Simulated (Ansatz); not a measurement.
# SVWN5/STO-3G run of InH3Cl− ([InClH3]-)

Aim: the vertical ionisation energy of InH3Cl− ([InClH3]-) at SVWN5/STO-3G, from 2 runs. 

Program for the calculation: Ansatz 0.2.0.

6 further runs of the same task are left out: 6 that didn't finish.

### 1 Starting point

InH3Cl− has 5 atoms, charge -1, and is taken as a singlet. As SMILES, `[H][In-]([H])([H])[Cl]`. The shape comes from GFN2-xTB, which is rough for such elements, and wasn't checked as a minimum.

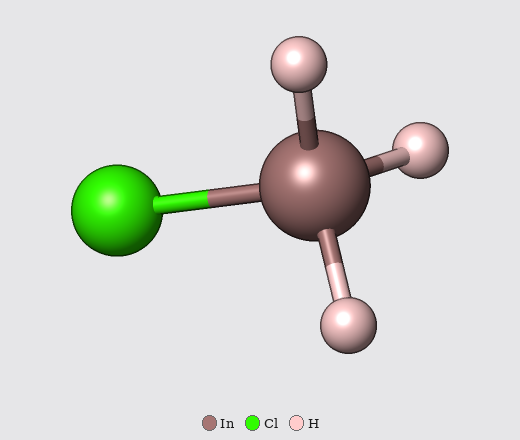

The structure, seen from a chosen angle (indium brown, chlorine green, hydrogen pink).

### 2 A single-point energy at SVWN5/STO-3G

File in.yaml:

```yaml
basis:
  gaussian: {orbitals: STO-3G}
crystal:
  periodic: [false, false, false]
  atoms:
    - {symbol: In, position_ang: [-0.002150, 0.000620, -0.175700]}
    - {symbol: Cl, position_ang: [0.012800, -0.020350, 2.163640]}
    - {symbol: H, position_ang: [1.620790, 0.013380, -0.670930]}
    - {symbol: H, position_ang: [-0.818090, 1.410990, -0.645940]}
    - {symbol: H, position_ang: [-0.813350, -1.404640, -0.671060]}
total_charge: -1
hamiltonian: {xc: {name: SVWN5}}
accuracy: high
```

Run with:

```console
$ ansatz run in.yaml --threads 1 --pin off --max-ram 2610MiB --events-out events.jsonl --progress --plain --runs-dir runs
```

What it wrote:

```text
Warning: RAYON_NUM_THREADS=1 ignored (pool sized by the plan → 1); use --threads N
Functional definition: SVWN5
  name "SVWN5"
  exchange = slater_x
  correlation = vwn5_c
718 factors; integrals over basis functions are off by at most 4.0e-9 eV
mean field evaluation 1: about -166930.2646 eV, gradient 2.7e1 eV
mean field evaluation 2: about -166931.5636 eV, gradient 1.8e1 eV
mean field evaluation 4: about -166932.9884 eV, gradient 1.8e-1 eV
mean field evaluation 8: about -166932.9203 eV, gradient 5.3e-3 eV
mean field evaluation 16: about -166932.9203 eV, gradient 3.5e-9 eV
mean field -166932.92027956 eV, -6134.6716690765 hartree, gradient 9.2e-9 eV, S^2 0.000000; 0 other end points of the search recorded, 0 dependent functions left out
reference -166932.92028139 eV, -6134.6716691438 hartree; 35, 35 occupied and 4, 4 virtual orbitals, 718 factors
Total energy: -166932.92028139 eV, -6134.6716691438 hartree
```

It took 1.6 s on 1 thread of Arm Neoverse V1, shared host; peak memory 0.11 GiB.

### 3 Doublet neutral InH3Cl

Edit in.yaml of step 2 so:

```diff
@@ -1,3 +1 @@
-basis:
-  gaussian: {orbitals: STO-3G}
 crystal:
@@ -10,3 +8,5 @@
     - {symbol: H, position_ang: [-0.813350, -1.404640, -0.671060]}
-total_charge: -1
+basis:
+  gaussian: {orbitals: STO-3G}
+magnetization: {spin_polarized: true, initial_magnetization: 1}
 hamiltonian: {xc: {name: SVWN5}}
```

Run with:

```console
$ ansatz run in.yaml --threads 1 --pin off --max-ram 2610MiB --events-out events.jsonl --progress --plain --runs-dir runs
```

What it wrote:

```text
Warning: RAYON_NUM_THREADS=1 ignored (pool sized by the plan → 1); use --threads N
[... 4 set-up lines as earlier in the session ...]
718 factors; integrals over basis functions are off by at most 4.0e-9 eV
mean field evaluation 1: about -166919.3973 eV, gradient 3.7e1 eV
mean field evaluation 2: about -166915.6408 eV, gradient 3.8e1 eV
mean field evaluation 4: about -166930.7851 eV, gradient 1.1e1 eV
mean field evaluation 8: about -166932.3986 eV, gradient 2.7e0 eV
mean field evaluation 16: about -166932.4349 eV, gradient 6.1e-3 eV
mean field evaluation 32: about -166932.4407 eV, gradient 5.6e-2 eV
mean field evaluation 64: about -166930.7745 eV, gradient 5.1e0 eV
mean field -166932.44203981 eV, -6134.6540940899 hartree, gradient 3.0e-8 eV, S^2 0.750783; 8 other end points of the search recorded, 0 dependent functions left out
reference -166932.44204165 eV, -6134.6540941576 hartree; 35, 34 occupied and 4, 5 virtual orbitals, 718 factors
Total energy: -166932.44204165 eV, -6134.6540941576 hartree
```

It took 7.2 s on 1 thread of Arm Neoverse V1, shared host; peak memory 0.13 GiB.

### 4 Results

At SVWN5/STO-3G:

| quantity | value |
| --- | --- |
| singlet InH3Cl−: total energy | -6134.67167 Eh |
| doublet neutral InH3Cl: total energy | -6134.65409 Eh |
| doublet neutral InH3Cl: ⟨S²⟩ | 0.751 |
| vertical detachment energy (to the doublet neutral) | 0.478 eV |

**Reading.** Removing an electron at fixed nuclei costs 0.48 eV (11.0 kcal/mol). In a minimal basis such a difference can be off by several eV, whatever the method. Relativity is left out (singlet InH3Cl−) although the molecule holds a heavy atom. Relativity is left out (doublet neutral InH3Cl) although the molecule holds a heavy atom.
